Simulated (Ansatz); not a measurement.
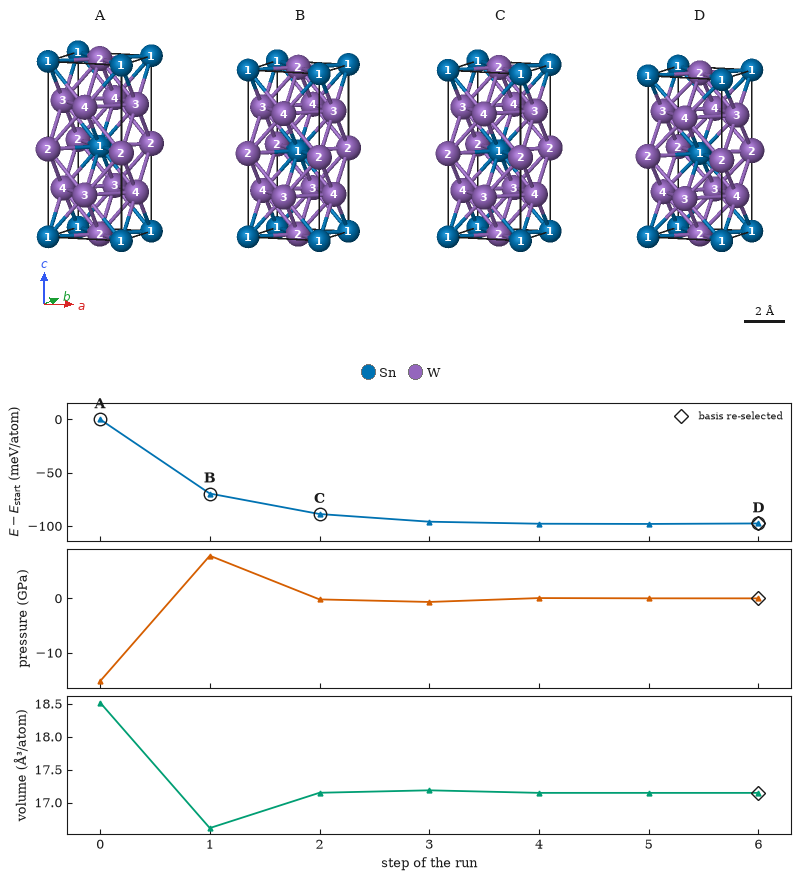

Frames of a relaxation of a crystal of SnW$_{3}$ (built on the TiAl3 (D0_22)_139 type) (coarse preliminary run), marked on the history of the run. A ball-and-stick model of the conventional cell (2 times the calculation's cell), seen slightly off an axis. Lengths and directions refer to the drawn axes.

Case: TiAl3 (D0_22) type (I4/mmm, No. 139).

Theory: Ansatz, DFT PBE, scalar-relativistic, plane waves, PAW. Settings: plane-wave cutoff 420 eV; k-point mesh 6 × 6 × 6; occupations gaussian; smearing width 0.1 eV; no spin polarisation; cell and atoms relaxed; force threshold 0.04 eV/Å; at most 70 steps.

### Describe the path.

The atoms keep their places relative to the cell (all moves are under 0.005 Å). The volume changes by −7.4 %, with a = b 4.048 → 4.065 Å (+0.4 %), c 9.042 → 8.303 Å (−8.2 %). Some distances before and after: Sn1–W3 3.034 → 2.905 Å, W2–W3 3.034 → 2.905 Å, W3–W4 2.862 → 2.874 Å, Sn1–W2 2.862 → 2.874 Å. The space group stays I4/mmm (No. 139). Over 5 accepted moves (6 points after the start) the energy falls by 97.5 meV per atom. All forces vanish by symmetry, so only the cell relaxes. Pressure: −15.21 GPa at the start and 0.00 GPa at the end. The SCF was repeated once at an unchanged geometry on a basis and grid sized afresh for the cell, which shifted the energy by 0.5 meV per atom at most. The run took 36 s on 1 thread of Arm Neoverse V2 (shared host), peak memory 0.39 GiB. From step 0 to 1: volume −10.3 %, energy −69.5 meV per atom. From step 1 to 2: volume +3.2 %, energy −19.2 meV per atom. From step 2 to 6: energy −8.8 meV per atom.

```
step  E − E(0), meV/atom  pressure, GPa  volume, Å³/atom                      note
   0                0.00         -15.21           18.519                          
   1              -69.53           7.84           16.612                          
   2              -88.71          -0.19           17.148                          
   3              -95.90          -0.66           17.185                          
   4              -97.81           0.06           17.146                          
   5              -98.01           0.01           17.146                          
   6              -97.54           0.00           17.146  same geometry, new basis
```
